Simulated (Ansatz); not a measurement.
**C5H10Sn: two geometries relaxed**

Aim: relax the geometries before and after the shift of H9 from C3 to C2, and see whether they are two minima and how far apart in energy. SMILES of the start: C=C=[CH][SnH]([CH3])[CH3].

All numbers below are computed with Ansatz 0.2.0 (RHF/def2-SVP).

## (1) The starting structure

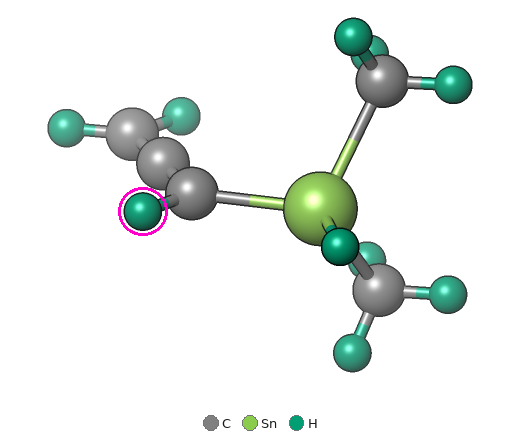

The starting structure, seen from a chosen angle (carbon grey, tin green, hydrogen teal). Ringed: H9.

As a file:

```xyz
16

C     1.0090   -2.6518    1.1077
C     1.2170   -1.3401    0.9680
C     1.4439   -0.0655    0.8256
Sn    0.1869    1.1880   -0.1937
C    -0.1099    0.4520   -2.2134
C    -1.7862    1.1175    0.7974
H     1.6793   -3.2487    1.6249
H     0.0906   -2.9992    0.6691
H     2.3871    0.3661    1.2992
H     0.7095    2.8247   -0.1874
H    -0.4920   -0.5861   -2.1510
H    -0.8201    1.1059   -2.7204
H     0.8203    0.5200   -2.7278
H    -2.5374    1.7514    0.2714
H    -2.1522    0.0388    0.8173
H    -1.6687    1.5042    1.8576
```

## (2) End point A

input.yaml

```yaml
crystal:
  periodic: [false, false, false]
  atoms:
    - { symbol: C, position_ang: [1.009, -2.6518, 1.1077] }
    - { symbol: C, position_ang: [1.217, -1.3401, 0.968] }
    - { symbol: C, position_ang: [1.4439, -0.0655, 0.8256] }
    - { symbol: Sn, position_ang: [0.1869, 1.188, -0.1937] }
    - { symbol: C, position_ang: [-0.1099, 0.452, -2.2134] }
    - { symbol: C, position_ang: [-1.7862, 1.1175, 0.7974] }
    - { symbol: H, position_ang: [1.6793, -3.2487, 1.6249] }
    - { symbol: H, position_ang: [0.0906, -2.9992, 0.6691] }
    - { symbol: H, position_ang: [2.3871, 0.3661, 1.2992] }
    - { symbol: H, position_ang: [0.7095, 2.8247, -0.1874] }
    - { symbol: H, position_ang: [-0.492, -0.5861, -2.151] }
    - { symbol: H, position_ang: [-0.8201, 1.1059, -2.7204] }
    - { symbol: H, position_ang: [0.8203, 0.52, -2.7278] }
    - { symbol: H, position_ang: [-2.5374, 1.7514, 0.2714] }
    - { symbol: H, position_ang: [-2.1522, 0.0388, 0.8173] }
    - { symbol: H, position_ang: [-1.6687, 1.5042, 1.8576] }
basis:
  gaussian: { orbitals: def2-SVP }
hamiltonian:
  xc: hf
relax:
  f_tol: 0.02
  max_steps: 50
output:
  orbitals: {}
```

Launch:

```sh
ansatz run input.yaml --threads 2 --pin off --max-ram 3072MiB --backend cpu --events-out ev --progress --plain --runs-dir out
```

The log of the run (excerpt; [...] marks lines left out):

```text
Warning: RAYON_NUM_THREADS=2 ignored (pool sized by the plan → 2); use --threads N
[...]
Functional definition: HF
[...]
1745 factors; integrals over basis functions are off by at most 3.6e-4 eV
[...]
mean field -11107.15158912 eV, -408.1802922024 hartree, gradient 1.3e-5 eV, S^2 0.000000; 0 other end points of the search recorded, 0 dependent functions left out
[...]
reference -11107.15158912 eV, -408.1802922024 hartree; 31, 31 occupied and 115, 115 virtual orbitals, 1745 factors
relax step   1: F+E_penalty+E_count = -11107.15158912 eV  Δ(F+E_penalty+E_count) = +0.000e0 eV  max|allowed force component| = 2.622e0 eV/Å  Δτ_max = 0.0000 Å  (95 SCF iters, accepted)
[...]
relax step   8: F+E_penalty+E_count = -11109.94109432 eV  Δ(F+E_penalty+E_count) = -7.703e-2 eV  max|allowed force component| = 4.974e-1 eV/Å  Δτ_max = 0.2000 Å  (33 SCF iters, accepted)
[...]
relax step  15: F+E_penalty+E_count = -11109.99616201 eV  Δ(F+E_penalty+E_count) = +1.864e-3 eV  max|allowed force component| = 1.301e-1 eV/Å  Δτ_max = 0.0519 Å  (37 SCF iters, rejected (line search))
[...]
relax step  22: F+E_penalty+E_count = -11109.99926707 eV  Δ(F+E_penalty+E_count) = +1.011e-3 eV  max|allowed force component| = 1.542e-1 eV/Å  Δτ_max = 0.0446 Å  (36 SCF iters, rejected (line search))
[...]
relax step  28: F+E_penalty+E_count = -11110.00013478 eV  Δ(F+E_penalty+E_count) = +4.270e-3 eV  max|allowed force component| = 1.705e-1 eV/Å  Δτ_max = 0.1117 Å  (35 SCF iters, rejected (line search))
relax step  29: F+E_penalty+E_count = -11110.00393531 eV  Δ(F+E_penalty+E_count) = +4.699e-4 eV  max|allowed force component| = 1.301e-1 eV/Å  Δτ_max = 0.0536 Å  (37 SCF iters, rejected (line search))
```

## (3) The output, continued: end point A relaxed

The log, continued:

```text
relax step  30: F+E_penalty+E_count = -11110.00529430 eV  Δ(F+E_penalty+E_count) = -8.891e-4 eV  max|allowed force component| = 5.771e-2 eV/Å  Δτ_max = 0.0256 Å  (36 SCF iters, accepted)
relax step  31: F+E_penalty+E_count = -11110.00560983 eV  Δ(F+E_penalty+E_count) = -3.155e-4 eV  max|allowed force component| = 1.841e-1 eV/Å  Δτ_max = 0.0983 Å  (35 SCF iters, accepted)
relax step  32: F+E_penalty+E_count = -11110.00602451 eV  Δ(F+E_penalty+E_count) = -4.147e-4 eV  max|allowed force component| = 1.142e-1 eV/Å  Δτ_max = 0.0133 Å  (29 SCF iters, accepted)
relax step  33: F+E_penalty+E_count = -11110.00631235 eV  Δ(F+E_penalty+E_count) = -2.878e-4 eV  max|allowed force component| = 8.082e-2 eV/Å  Δτ_max = 0.0188 Å  (37 SCF iters, accepted)
relax step  34: F+E_penalty+E_count = -11110.00655740 eV  Δ(F+E_penalty+E_count) = -2.450e-4 eV  max|allowed force component| = 7.585e-2 eV/Å  Δτ_max = 0.0494 Å  (37 SCF iters, accepted)
relax step  35: F+E_penalty+E_count = -11110.00620260 eV  Δ(F+E_penalty+E_count) = +3.548e-4 eV  max|allowed force component| = 1.336e-1 eV/Å  Δτ_max = 0.0317 Å  (36 SCF iters, rejected (line search))
relax step  36: F+E_penalty+E_count = -11110.00681983 eV  Δ(F+E_penalty+E_count) = -2.624e-4 eV  max|allowed force component| = 5.951e-2 eV/Å  Δτ_max = 0.0154 Å  (28 SCF iters, accepted)
relax step  37: F+E_penalty+E_count = -11110.00685746 eV  Δ(F+E_penalty+E_count) = -3.763e-5 eV  max|allowed force component| = 5.584e-2 eV/Å  Δτ_max = 0.0231 Å  (35 SCF iters, accepted)
relax step  38: F+E_penalty+E_count = -11110.00709254 eV  Δ(F+E_penalty+E_count) = -2.351e-4 eV  max|allowed force component| = 4.786e-2 eV/Å  Δτ_max = 0.0064 Å  (27 SCF iters, accepted)
relax step  39: F+E_penalty+E_count = -11110.00719371 eV  Δ(F+E_penalty+E_count) = -1.012e-4 eV  max|allowed force component| = 3.865e-2 eV/Å  Δτ_max = 0.0076 Å  (27 SCF iters, accepted)
relax step  40: F+E_penalty+E_count = -11110.00730418 eV  Δ(F+E_penalty+E_count) = -1.105e-4 eV  max|allowed force component| = 5.031e-2 eV/Å  Δτ_max = 0.0150 Å  (30 SCF iters, accepted)
relax step  41: F+E_penalty+E_count = -11110.00737854 eV  Δ(F+E_penalty+E_count) = -7.436e-5 eV  max|allowed force component| = 5.081e-2 eV/Å  Δτ_max = 0.0126 Å  (28 SCF iters, accepted)
relax step  42: F+E_penalty+E_count = -11110.00747084 eV  Δ(F+E_penalty+E_count) = -9.230e-5 eV  max|allowed force component| = 4.068e-2 eV/Å  Δτ_max = 0.0170 Å  (36 SCF iters, accepted)
relax step  43: F+E_penalty+E_count = -11110.00758479 eV  Δ(F+E_penalty+E_count) = -1.139e-4 eV  max|allowed force component| = 4.244e-2 eV/Å  Δτ_max = 0.0232 Å  (36 SCF iters, accepted)
relax step  44: F+E_penalty+E_count = -11110.00581210 eV  Δ(F+E_penalty+E_count) = +1.773e-3 eV  max|allowed force component| = 1.076e-1 eV/Å  Δτ_max = 0.1035 Å  (35 SCF iters, rejected (line search))
[...]
1745 factors; integrals over basis functions are off by at most 5.3e-4 eV
mean field evaluation 352: about -11110.0066 eV, gradient 1.5e-5 eV
mean field -11110.00662225 eV, -408.2852127348 hartree, gradient 3.4e-5 eV, S^2 0.000000; 0 other end points of the search recorded, 0 dependent functions left out
the calculation of the forces begins
reference -11110.00662225 eV, -408.2852127348 hartree; 31, 31 occupied and 115, 115 virtual orbitals, 1745 factors
relax step  45: F+E_penalty+E_count = -11110.00662225 eV  Δ(F+E_penalty+E_count) = +9.625e-4 eV  max|allowed force component| = 1.049e-1 eV/Å  Δτ_max = 0.0515 Å  (36 SCF iters, rejected (line search))
these checks for a lower state are left out or cut short: starts, cluster_reference, orbital_swaps, neighbouring_geometries, increment
1745 factors; integrals over basis functions are off by at most 5.1e-4 eV
mean field -11110.00754875 eV, -408.2852467831 hartree, gradient 3.3e-5 eV, S^2 0.000000; 0 other end points of the search recorded, 0 dependent functions left out
the calculation of the forces begins
reference -11110.00754875 eV, -408.2852467831 hartree; 31, 31 occupied and 115, 115 virtual orbitals, 1745 factors
relax step  46: F+E_penalty+E_count = -11110.00754875 eV  Δ(F+E_penalty+E_count) = +3.603e-5 eV  max|allowed force component| = 3.610e-2 eV/Å  Δτ_max = 0.0247 Å  (37 SCF iters, rejected (line search))
these checks for a lower state are left out or cut short: starts, cluster_reference, orbital_swaps, neighbouring_geometries, increment
1745 factors; integrals over basis functions are off by at most 5.2e-4 eV
mean field -11110.00768870 eV, -408.2852519259 hartree, gradient 2.1e-5 eV, S^2 0.000000; 0 other end points of the search recorded, 0 dependent functions left out
the calculation of the forces begins
reference -11110.00768870 eV, -408.2852519259 hartree; 31, 31 occupied and 115, 115 virtual orbitals, 1745 factors
relax step  47: F+E_penalty+E_count = -11110.00768870 eV  Δ(F+E_penalty+E_count) = -1.039e-4 eV  max|allowed force component| = 1.118e-2 eV/Å  Δτ_max = 0.0118 Å  (28 SCF iters, accepted)
these checks for a lower state are left out or cut short: starts, cluster_reference, orbital_swaps, neighbouring_geometries, increment
1745 factors; integrals over basis functions are off by at most 5.2e-4 eV
mean field -11110.00699479 eV, -408.2852264253 hartree, gradient 3.6e-5 eV, S^2 0.000000; 0 other end points of the search recorded, 0 dependent functions left out
the calculation of the forces begins
reference -11110.00699479 eV, -408.2852264253 hartree; 31, 31 occupied and 115, 115 virtual orbitals, 1745 factors
relax step  48: F+E_penalty+E_count = -11110.00699479 eV  Δ(F+E_penalty+E_count) = +6.939e-4 eV  max|allowed force component| = 9.914e-2 eV/Å  Δτ_max = 0.0997 Å  (36 SCF iters, rejected (line search))
these checks for a lower state are left out or cut short: starts, cluster_reference, orbital_swaps, neighbouring_geometries, increment
1745 factors; integrals over basis functions are off by at most 5.2e-4 eV
mean field -11110.00775376 eV, -408.2852543170 hartree, gradient 3.3e-5 eV, S^2 0.000000; 0 other end points of the search recorded, 0 dependent functions left out
the calculation of the forces begins
reference -11110.00775376 eV, -408.2852543170 hartree; 31, 31 occupied and 115, 115 virtual orbitals, 1745 factors
relax step  49: F+E_penalty+E_count = -11110.00775376 eV  Δ(F+E_penalty+E_count) = -6.506e-5 eV  max|allowed force component| = 2.681e-2 eV/Å  Δτ_max = 0.0485 Å  (36 SCF iters, accepted)
these checks for a lower state are left out or cut short: starts, cluster_reference, orbital_swaps, neighbouring_geometries, increment
1745 factors; integrals over basis functions are off by at most 5.2e-4 eV
mean field evaluation 384: about -11110.0078 eV, gradient 8.3e-4 eV
mean field -11110.00777648 eV, -408.2852551518 hartree, gradient 1.5e-5 eV, S^2 0.000000; 0 other end points of the search recorded, 0 dependent functions left out
the calculation of the forces begins
reference -11110.00777648 eV, -408.2852551518 hartree; 31, 31 occupied and 115, 115 virtual orbitals, 1745 factors
relax step  50: F+E_penalty+E_count = -11110.00777648 eV  Δ(F+E_penalty+E_count) = -2.272e-5 eV  max|allowed force component| = 1.617e-2 eV/Å  Δτ_max = 0.0097 Å  (28 SCF iters, accepted)
1745 factors; integrals over basis functions are off by at most 5.2e-4 eV
mean field -11110.00777648 eV, -408.2852551518 hartree, gradient 1.5e-5 eV, S^2 0.000000; 1 other end points of the search recorded, 0 dependent functions left out
the calculation of the forces begins
reference -11110.00777648 eV, -408.2852551518 hartree; 31, 31 occupied and 115, 115 virtual orbitals, 1745 factors
Total energy: -11110.00777648 eV, -408.2852551518 hartree
Atom 0 at     1.553879    -2.674796     0.643961 Å, force    -0.011689     0.009454     0.009228 eV/Å
Atom 1 at     1.299275    -1.438217     0.969685 Å, force     0.016167    -0.007965     0.001509 eV/Å
Atom 2 at     1.032390    -0.202166     1.263657 Å, force    -0.015416    -0.007314    -0.002143 eV/Å
Atom 3 at     0.021368     1.119335    -0.116861 Å, force     0.001566    -0.000319     0.001311 eV/Å
Atom 4 at    -0.219216     0.102265    -2.005845 Å, force     0.001332    -0.006829    -0.010867 eV/Å
Atom 5 at    -1.891236     1.682276     0.724470 Å, force    -0.003704     0.001483    -0.002369 eV/Å
Atom 6 at     2.487407    -2.945034     0.164204 Å, force    -0.013783     0.003067     0.007806 eV/Å
Atom 7 at     0.841607    -3.463907     0.855919 Å, force     0.015796     0.008060    -0.010065 eV/Å
Atom 8 at     1.327252     0.162046     2.245186 Å, force     0.005820    -0.005709    -0.007378 eV/Å
Atom 9 at     0.993066     2.525173    -0.306300 Å, force    -0.000373    -0.000293    -0.000251 eV/Å
Atom 10 at    -0.806425    -0.807409    -1.872820 Å, force     0.007009     0.012560    -0.002244 eV/Å
Atom 11 at    -0.731476     0.747739    -2.721145 Å, force     0.006305    -0.009733     0.009273 eV/Å
Atom 12 at     0.753225    -0.171523    -2.416957 Å, force    -0.014844     0.004396     0.005183 eV/Å
Atom 13 at    -2.412941     2.372277     0.059293 Å, force     0.001462    -0.003947     0.002804 eV/Å
Atom 14 at    -2.514573     0.798421     0.867579 Å, force     0.003030     0.004471    -0.001204 eV/Å
Atom 15 at    -1.756503     2.170721     1.690473 Å, force     0.001324    -0.001381    -0.000593 eV/Å
Dipole moment:    -0.136750     0.009392    -0.059650 e Å
```

Run time: 1.9 min. Hardware: 2 threads of Intel Xeon 6975P-C (Granite Rapids), shared host; peak memory 0.45 GiB.

The steps of the relaxation, one in 2:

| step | energy from step 1 (eV) | largest force component (eV/Å) |
| --- | --- | --- |
| 1 | 0.0000 | 2.6222 |
| 3 | -1.4653 | 1.8798 |
| 5 | -2.4537 | 1.3066 |
| 7 | -2.7125 | 0.7733 |
| 9x | -2.7629 | 0.5743 |
| 11 | -2.8420 | 0.0667 |
| 13 | -2.8458 | 0.0260 |
| 15x | -2.8446 | 0.1301 |
| 17 | -2.8476 | 0.0636 |
| 19 | -2.8484 | 0.0984 |
| 21x | -2.8485 | 0.1608 |
| 23 | -2.8497 | 0.0428 |
| 25 | -2.8514 | 0.1152 |
| 27 | -2.8528 | 0.0962 |
| 29x | -2.8523 | 0.1301 |
| 31 | -2.8540 | 0.1841 |
| 33 | -2.8547 | 0.0808 |
| 35x | -2.8546 | 0.1336 |
| 37 | -2.8553 | 0.0558 |
| 39 | -2.8556 | 0.0387 |
| 41 | -2.8558 | 0.0508 |
| 43 | -2.8560 | 0.0424 |
| 45x | -2.8550 | 0.1049 |
| 47 | -2.8561 | 0.0112 |
| 49 | -2.8562 | 0.0268 |
| 50 | -2.8562 | 0.0162 |

Step 1 is the start. 12 steps were tried and not accepted (marked x).

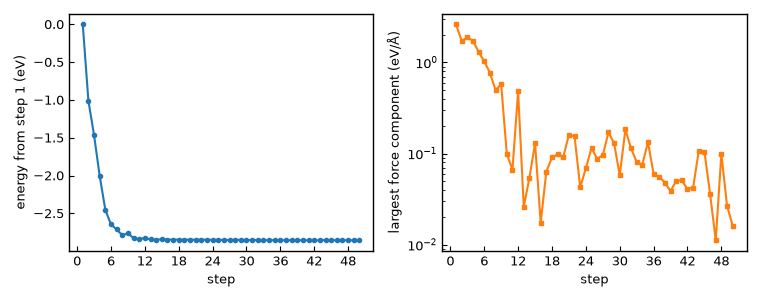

How energy and force went from step to step.

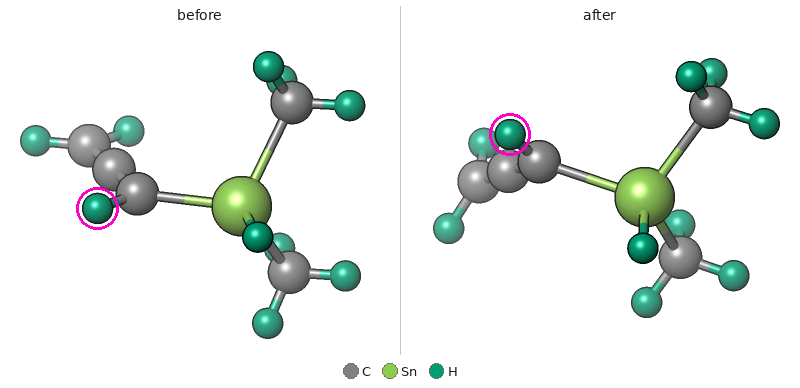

Before and after, at one scale.

After: Bond lengths (14 of 15 bonds, heavy atoms first): C1–C2 1.304 Å, C2–C3 1.298 Å, C3–Sn4 2.162 Å, Sn4–C5 2.159 Å, Sn4–C6 2.164 Å, C1–H7 1.084 Å, C1–H8 1.084 Å, C3–H9 1.088 Å, Sn4–H10 1.719 Å, C5–H11 1.091 Å, C5–H12 1.091 Å, C5–H13 1.091 Å, C6–H14 1.091 Å, C6–H15 1.091 Å. Angles (14 of 25 angles, heavy atoms first): C1–C2–C3 178.5°, C2–C3–Sn4 122.2°, C3–Sn4–C5 108.8°, C3–Sn4–C6 108.9°, C5–Sn4–C6 111.4°, C2–C1–H7 121.0°, C2–C1–H8 120.9°, C2–C3–H9 117.9°, Sn4–C3–H9 119.9°, C3–Sn4–H10 107.8°, C5–Sn4–H10 110.6°, C6–Sn4–H10 109.2°, Sn4–C5–H11 110.3°, Sn4–C5–H12 110.3°.

## (4) End point B

The second end starts from a geometry with the move made by hand.

Changes to input.yaml since step 2:

```diff
@@ -11,3 +11,3 @@
     - { symbol: H, position_ang: [0.0906, -2.9992, 0.6691] }
-    - { symbol: H, position_ang: [2.3871, 0.3661, 1.2992] }
+    - { symbol: H, position_ang: [0.44814, -0.66114, 1.33673] }
     - { symbol: H, position_ang: [0.7095, 2.8247, -0.1874] }
@@ -26,3 +26 @@
   max_steps: 50
-output:
-  orbitals: {}
```

Launch:

```sh
ansatz run input.yaml --threads 2 --pin off --max-ram 3072MiB --backend cpu --events-out ev --progress --plain --runs-dir out
```

The log of the run (excerpt; [...] marks lines left out):

```text
Warning: RAYON_NUM_THREADS=2 ignored (pool sized by the plan → 2); use --threads N
[...]
[... 1 set-up line as earlier in the session ...]
[...]
1746 factors; integrals over basis functions are off by at most 3.6e-4 eV
[...]
mean field -11105.48553359 eV, -408.1190657909 hartree, gradient 1.4e-5 eV, S^2 0.000000; 0 other end points of the search recorded, 0 dependent functions left out
[...]
reference -11105.48553359 eV, -408.1190657909 hartree; 31, 31 occupied and 115, 115 virtual orbitals, 1746 factors
relax step   1: F+E_penalty+E_count = -11105.48553359 eV  Δ(F+E_penalty+E_count) = +0.000e0 eV  max|allowed force component| = 4.345e0 eV/Å  Δτ_max = 0.0000 Å  (43 SCF iters, accepted)
[...]
relax step   4: F+E_penalty+E_count = -11107.59812090 eV  Δ(F+E_penalty+E_count) = -5.574e-1 eV  max|allowed force component| = 2.679e0 eV/Å  Δτ_max = 0.1931 Å  (37 SCF iters, accepted)
[...]
relax step   7: F+E_penalty+E_count = -11109.44620731 eV  Δ(F+E_penalty+E_count) = -4.465e-1 eV  max|allowed force component| = 1.776e0 eV/Å  Δτ_max = 0.2000 Å  (34 SCF iters, accepted)
[...]
relax step  10: F+E_penalty+E_count = -11109.92195710 eV  Δ(F+E_penalty+E_count) = -4.537e-2 eV  max|allowed force component| = 8.250e-1 eV/Å  Δτ_max = 0.1949 Å  (33 SCF iters, accepted)
[...]
relax step  12: F+E_penalty+E_count = -11109.97571556 eV  Δ(F+E_penalty+E_count) = -6.683e-3 eV  max|allowed force component| = 2.555e-1 eV/Å  Δτ_max = 0.2000 Å  (34 SCF iters, accepted)
[...]
relax step  13: F+E_penalty+E_count = -11109.95753675 eV  Δ(F+E_penalty+E_count) = +1.818e-2 eV  max|allowed force component| = 5.425e-1 eV/Å  Δτ_max = 0.2000 Å  (34 SCF iters, rejected (line search))
```

## (5) More of the same log: end point B relaxed

The log, continued (excerpt; [...] marks lines left out):

```text
[...]
1746 factors; integrals over basis functions are off by at most 9.2e-4 eV
mean field -11110.00043401 eV, -408.2849853211 hartree, gradient 3.5e-5 eV, S^2 0.000000; 0 other end points of the search recorded, 0 dependent functions left out
[...]
reference -11110.00043401 eV, -408.2849853211 hartree; 31, 31 occupied and 115, 115 virtual orbitals, 1746 factors
relax step  14: F+E_penalty+E_count = -11110.00043401 eV  Δ(F+E_penalty+E_count) = -2.472e-2 eV  max|allowed force component| = 1.085e-1 eV/Å  Δτ_max = 0.0982 Å  (34 SCF iters, accepted)
[...]
relax step  19: F+E_penalty+E_count = -11110.00770174 eV  Δ(F+E_penalty+E_count) = -2.524e-5 eV  max|allowed force component| = 2.816e-2 eV/Å  Δτ_max = 0.0123 Å  (27 SCF iters, accepted)
[...]
Atom 6 at     2.342536    -3.025446     0.241212 Å, force     0.001050    -0.001061     0.002882 eV/Å
Atom 7 at     0.626204    -3.595829     0.665635 Å, force    -0.000811     0.001236    -0.002582 eV/Å
Atom 8 at     0.900090    -0.101717     2.405288 Å, force     0.003536     0.002280     0.001921 eV/Å
Atom 9 at     0.901031     2.464151     0.028829 Å, force     0.000044    -0.000479     0.000673 eV/Å
Atom 10 at    -0.665339    -0.727576    -2.007537 Å, force    -0.001068     0.000281     0.000330 eV/Å
Atom 11 at    -0.533703     0.892957    -2.713063 Å, force     0.001495    -0.000614    -0.000975 eV/Å
Atom 12 at     0.929003    -0.025281    -2.316691 Å, force    -0.000082    -0.000298    -0.001037 eV/Å
Atom 13 at    -2.524192     2.321377    -0.051327 Å, force    -0.000027     0.000649     0.000272 eV/Å
Atom 14 at    -2.728765     0.690648     0.610728 Å, force     0.000632     0.000494    -0.000179 eV/Å
Atom 15 at    -2.078475     1.985350     1.628230 Å, force     0.000568    -0.000074    -0.000659 eV/Å
Dipole moment:    -0.127729     0.015437    -0.075745 e Å
```

It took 55 s on 2 threads of Intel Xeon 6975P-C (Granite Rapids), shared host; peak memory 0.45 GiB.

Relaxation path:

| step | energy from step 1 (eV) | largest force component (eV/Å) |
| --- | --- | --- |
| 1 | 0.0000 | 4.3447 |
| 2 | -1.0276 | 2.5123 |
| 3 | -1.5552 | 2.2319 |
| 4 | -2.1126 | 2.6793 |
| 5 | -2.9189 | 2.4668 |
| 6 | -3.5142 | 2.6559 |
| 7 | -3.9607 | 1.7755 |
| 8 | -4.2678 | 0.7907 |
| 9 | -4.3911 | 0.3362 |
| 10 | -4.4364 | 0.8250 |
| 11 | -4.4835 | 0.2338 |
| 12 | -4.4902 | 0.2555 |
| 13x | -4.4720 | 0.5425 |
| 14 | -4.5149 | 0.1085 |
| 15 | -4.5202 | 0.0785 |
| 16 | -4.5216 | 0.0571 |
| 17 | -4.5220 | 0.0413 |
| 18 | -4.5221 | 0.0332 |
| 19 | -4.5222 | 0.0282 |
| 20 | -4.5223 | 0.0048 |

Step 1 is the start. 1 step was tried and not accepted (marked x).

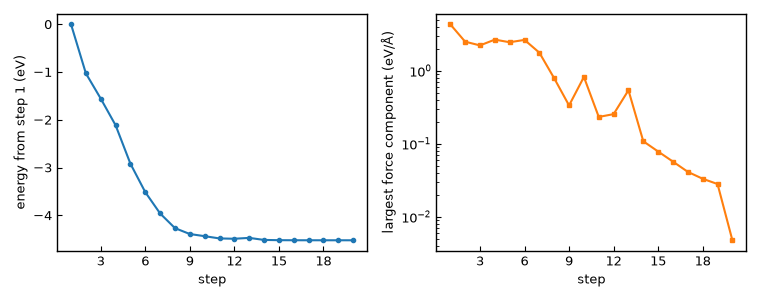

Energy and largest force along the relaxation.

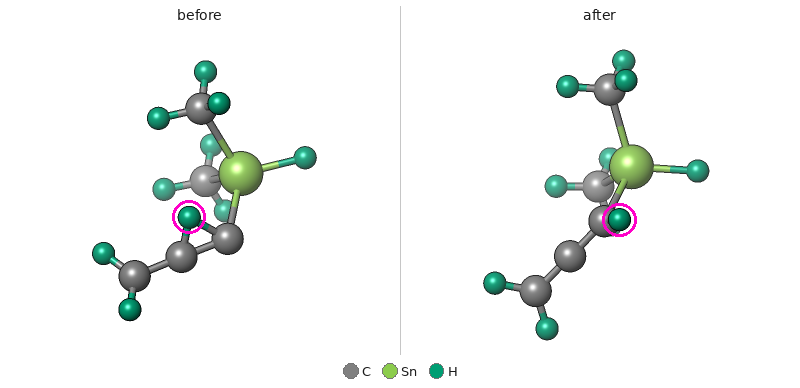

The structure before (left) and after (right), drawn at the same scale.

After: Bond lengths (14 of 15 bonds, heavy atoms first): C1–C2 1.304 Å, C2–C3 1.298 Å, C3–Sn4 2.162 Å, Sn4–C5 2.159 Å, Sn4–C6 2.164 Å, C1–H7 1.083 Å, C1–H8 1.083 Å, C3–H9 1.087 Å, Sn4–H10 1.719 Å, C5–H11 1.090 Å, C5–H12 1.091 Å, C5–H13 1.090 Å, C6–H14 1.091 Å, C6–H15 1.091 Å. Angles (14 of 25 angles, heavy atoms first): C1–C2–C3 178.5°, C2–C3–Sn4 122.3°, C3–Sn4–C5 108.8°, C3–Sn4–C6 108.9°, C5–Sn4–C6 111.4°, C2–C1–H7 121.0°, C2–C1–H8 121.0°, C2–C3–H9 117.8°, Sn4–C3–H9 119.9°, C3–Sn4–H10 107.8°, C5–Sn4–H10 110.6°, C6–Sn4–H10 109.2°, Sn4–C5–H11 110.3°, Sn4–C5–H12 110.3°.

Pairs that crossed the distance rule for bonds on the way: moved apart C2–H9.

## (6) Summary of results

| quantity | value |
| --- | --- |
| end A | 37 moves, 2.856 eV lower |
| end B | 18 moves, 4.522 eV lower |
| largest difference between the ends | 0.03 Å |
| end B relative to end A | -0.000 eV |

**Reading.** The two relaxations end at one structure, within 0.03 Å: no second minimum was found from this start, which doesn't rule one out.
